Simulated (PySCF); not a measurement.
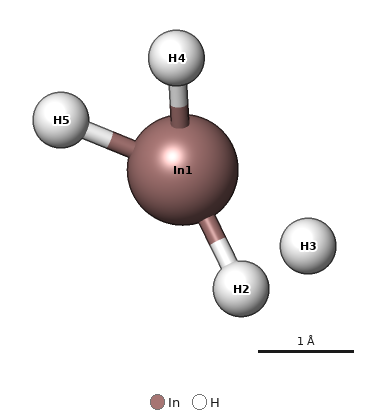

*The input geometry (ball-and-stick view, seen at a tilt; atoms are numbered from 1 in the order of the input). Sticks mark near contacts.*

## Single-point calculation, with input and output: InH4 (charge −1)

InH4, charge −1, computed with CCSDT(Q)/STO-3G, RHF (PySCF 2.14.0).

A bond length was changed on purpose from its optimised value.

### Output
```
converged SCF energy = -5684.79911373291
_make_eris_incore_RCCSDT

WARN: A large `blksize` is being used, which may cause large memory consumption
      for storing contraction intermediates. If memory is sufficient, consider using
      `pyscf.cc.rccsdt_highm.RCCSDT` instead.

RCCSDT converged
E(RCCSDT) = -5684.896014279102   E_corr = -0.09690054619103761
E_corr(same-spin) = -0.00453490576410601
E_corr(oppo-spin) = -0.0923656404269316
_make_eris_incore_RCCSDT
E(CCSDT(Q)) = -5684.896114421
```

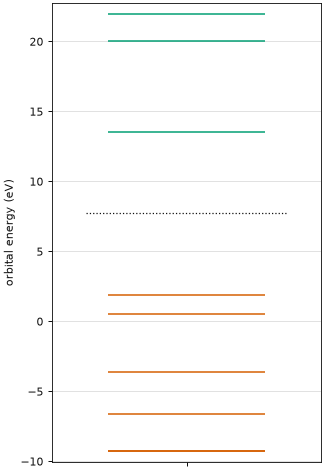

*Orbital energies near the frontier (SCF reference); the dotted line parts filled from empty levels, and levels within 0.02 eV of each other stand side by side.*

Highest filled 1.91 eV, lowest empty 13.55 eV, 11.64 eV apart.

The run was set up as follows.

### The input (calc.py)
```python
from pyscf import gto, scf, cc

molecule = gto.Mole()
molecule.atom = [
    ('In', (-1.120327, 0.013935, -0.050094)),
    ('H', (-0.559697, -0.017355, 1.234496)),
    ('H', (1.400460, -0.017420, 0.062620)),
    ('H', (-2.092357, 0.779505, -0.709294)),
    ('H', (-2.109387, -0.702925, -0.738114)),
]
molecule.charge = -1
molecule.max_memory = 1860
molecule.basis = 'sto-3g'
molecule.verbose = 3
molecule.build()

mf = scf.RHF(molecule)
mf.conv_tol = 1e-10
mf.kernel()
if not mf.converged:
    mf = mf.newton().run(mf.mo_coeff, mf.mo_occ)

mycc = cc.CCSDT(mf, frozen=18)
mycc.kernel()
e_bracket, e_q = mycc.ccsdt_q()
etot = mycc.e_tot + e_q
print('E(%s) = %.9f' % ('CCSDT(Q)', etot))
```

Launched with:
```bash
OMP_NUM_THREADS=1 python calc.py
```

### Results in brief

| quantity | value |
| --- | --- |
| outcome | converged |
| total energy | −5684.896114 hartree |
| SCF energy | −5684.799114 hartree |
| correlation energy | −0.097001 hartree |
| basis functions | 31 |
| T1 diagnostic | 0.025 |
| HOMO of the SCF reference | 1.91 eV |
| LUMO of the SCF reference | 13.55 eV |
| hardware | 1 thread of Intel Xeon (Sapphire Rapids), 16 GiB of memory available, shared host |
| wall time | 2.3 s |
| peak memory | 0.11 GiB |

### Remarks

The record of the run, not the program, notes: dipole of an ion depends on the origin; large T1 diagnostic; no relativistic term for heavy atoms.
